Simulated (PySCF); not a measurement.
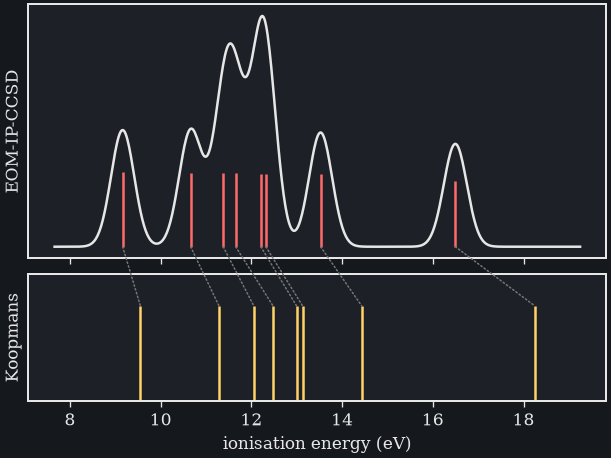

Valence photoelectron lines of Ge₂PH₇, SMILES [PH2][GeH2][GeH3], singlet: vertical EOM-IP-CCSD/aug-cc-pVDZ (frozen core, PySCF, at a PBE0-D3(BJ)/def2-SVP geometry (no frequency check); 8 lines, one for each of the 8 highest orbitals, so a line of a deeper orbital can be missing among them) above, Hartree-Fock orbital energies with the sign turned below, non-relativistic; dotted lines join each line to its leading orbital. Stick heights are one-hole weights (summed over degenerate lines), not cross-sections; Gaussian width 0.60 eV.

Q: Do correlation and relaxation change the order of the lines?

A: Not among these holes, which come in the order of the orbitals, HOMO, HOMO−1, HOMO−2, HOMO−3, HOMO−4, HOMO−5, HOMO−6, HOMO−7.

Q: List the lines.

A:
```
  hole  EOM-IP-CCSD (eV)  Koopmans (eV)  one-hole weight
  HOMO              9.16           9.55             0.95
HOMO-1             10.66          11.28             0.95
HOMO-2             11.38          12.05             0.94
HOMO-3             11.65          12.48             0.94
HOMO-4             12.21          12.99             0.93
HOMO-5             12.32          13.13             0.94
HOMO-6             13.53          14.43             0.93
HOMO-7             16.50          18.25             0.84
```

Caveats: small basis, so the lines can lie some tenths of an eV too low.
